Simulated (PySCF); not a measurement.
SMILES O[Si](C)(S)C (C₂H₈OSSi), CAM-B3LYP/def2-SVP optimised geometry. Atoms within 1.6 Å of the plane z = 1.0 Å (x, y, z in Å): C1 (1.14, -0.68, 0.00), Si2 (-0.72, -0.68, 0.00), C3 (-1.45, -1.49, 1.52), S5 (-1.53, 1.32, 0.00), H7 (1.52, -1.72, 0.01), H8 (1.53, -0.16, 0.88), H9 (-1.12, -2.54, 1.59), H10 (-2.55, -1.47, 1.51), H11 (-1.11, -0.97, 2.44).

Computed with CAM-B3LYP/def2-TZVP (PySCF).

Map of the deformation density (molecule minus spherical neutral atoms) (e/bohr³) on the plane z = 1.0 Å:

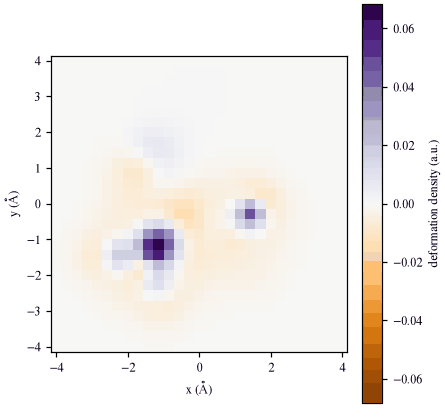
Deformation density (molecule minus spherical neutral atoms) (e/bohr³) on the plane z = 1.0 Å.
